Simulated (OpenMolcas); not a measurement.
```
&GATEWAY
Basis set
Ni.ANO-RCC-VTZP.
Ni1 0.0 0.0 0.0 Angstrom
End of basis
Basis set
F.ANO-RCC-VDZP.
L1 1.804000 0.000000 0.000000 Angstrom
L2 0.000000 1.804000 0.000000 Angstrom
L3 0.000000 0.000000 1.804000 Angstrom
End of basis
Basis set
Cs.EMB-AIMP.Seijo.0s.0s.ECP.Cs2GeF6.
PseudoCharge
* 16 symmetry-unique lattice sites within 7.6 angstrom
End of basis
Basis set
F.EMB-AIMP.Seijo.0s.0s.ECP.Cs2GeF6.
PseudoCharge
* 27 symmetry-unique lattice sites within 7.6 angstrom
End of basis
Basis set
Ge.EMB-AIMP.Seijo.0s.0s.ECP.Cs2GeF6.
PseudoCharge
* 6 symmetry-unique lattice sites within 7.6 angstrom
End of basis
Symmetry
XYZ
AngMom=0.0 0.0 0.0
AMFI
RICD
XField
1358 Angstrom 0
* Evjen-weighted lattice charges
&SEWARD
&RASSCF
FileOrb=start.orb
Symmetry=1
Spin=5
nActEl=6 0 0
Inactive=18 21
Ras2=5 0
CIRoot=5 5 1
SDav=5
CIMx=300
Iter=150 100
PrWF=0.3
OrbListing=Nothing
MaxOrb=0
LevShft=1.0
>>> COPY $Project.JobIph JOB001
&RASSCF
FileOrb=start.orb
Symmetry=1
Spin=3
nActEl=6 0 0
Inactive=18 21
Ras2=5 0
CIRoot=45 45 1
SDav=45
CIMx=300
Iter=150 100
PrWF=0.3
OrbListing=Nothing
MaxOrb=0
LevShft=1.0
>>> COPY $Project.JobIph JOB002
&RASSCF
FileOrb=start.orb
Symmetry=1
Spin=1
nActEl=6 0 0
Inactive=18 21
Ras2=5 0
CIRoot=50 50 1
SDav=50
CIMx=300
Iter=150 100
PrWF=0.3
OrbListing=Nothing
MaxOrb=0
LevShft=1.0
>>> COPY $Project.JobIph JOB003
&RASSI
NrOfJobIphs=3 5 45 50
1 2 3 4 5
1 2 3 4 5 6 7 8 9 10 11 12 13 14 15 16 17 18 19 20 21 22 23 24 25 26 27
28 29 30 31 32 33 34 35 36 37 38 39 40 41 42 43 44 45
1 2 3 4 5 6 7 8 9 10 11 12 13 14 15 16 17 18 19 20 21 22 23 24 25 26 27
28 29 30 31 32 33 34 35 36 37 38 39 40 41 42 43 44 45 46 47 48 49 50
IphNames
JOB001
JOB002
JOB003
EJob
SpinOrbit
DIPRint=1.0
SOCoupling=1000.0
Subsets=2
Property=9
'ANGMOM' 1 'ANGMOM' 2 'ANGMOM' 3 'MLTPL  1' 1 'MLTPL  1' 2 'MLTPL  1' 3
'AMFI' 1 'AMFI' 2 'AMFI' 3
SOProperty=3
'ANGMOM' 1 'ANGMOM' 2 'ANGMOM' 3
```

Command:
```bash
OMP_NUM_THREADS=1 MOLCAS_MEM=2457 MOLCAS_PROJECT=a pymolcas a.inp > a.log  # once for each step of the input, in one work folder
```

Level of the calculation: state-averaged CASSCF, active space 6 electrons in the shell 3d, basis ANO-RCC-VTZP on the metal and ANO-RCC-VDZP on the ligands, DKH2 scalar Hamiltonian, spin-orbit coupling by RASSI with atomic mean-field integrals (OpenMolcas).

Ni⁴⁺ (3d⁶) as a dopant in Cs₂GeF₆, a cluster with its 6 nearest F⁻ at 1.804 Å (octahedron) embedded in model potentials and point charges; the geometry was set, not optimised. The cluster and the levels that result:

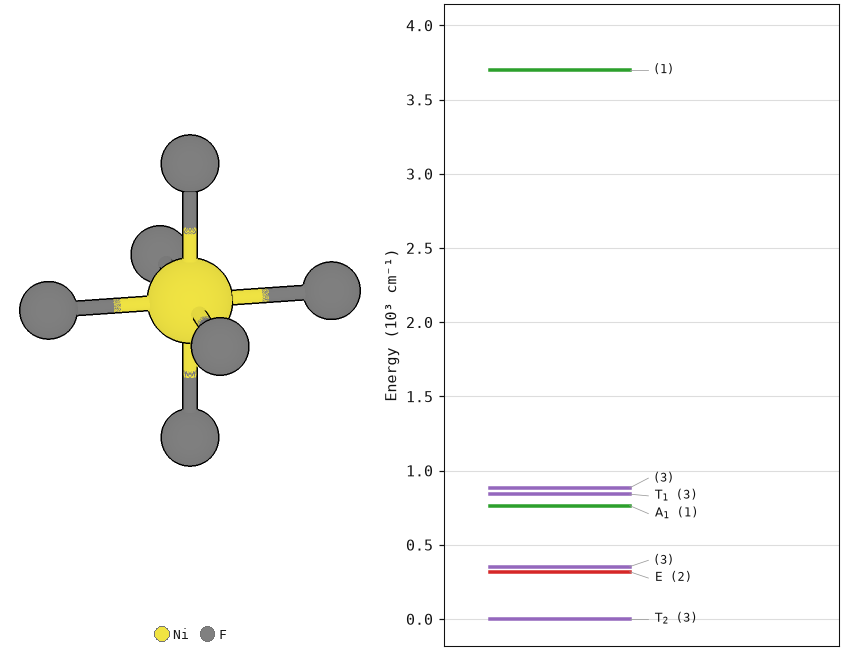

Labels give the representation in O, Td, D4 or D3 as the site allows (double group for half-integer spin) where it could be assigned and, in brackets, the degeneracy; spin-free states, where drawn, share the zero of the spin-orbit levels.

The ground level is T₂, 3-fold degenerate, 100 % from states of spin multiplicity 5. The next level lies at 318 cm⁻¹ (E). The active orbitals hold 68 to 94 % metal character (Löwdin), and the Mulliken charge of the metal is +1.97.

Limits of the model: small active space favours high spin, ground spin may be wrong; covalent bonds, ligand orbitals missing from the active space; the geometry is set by hand, with no relaxation and no charge compensation.
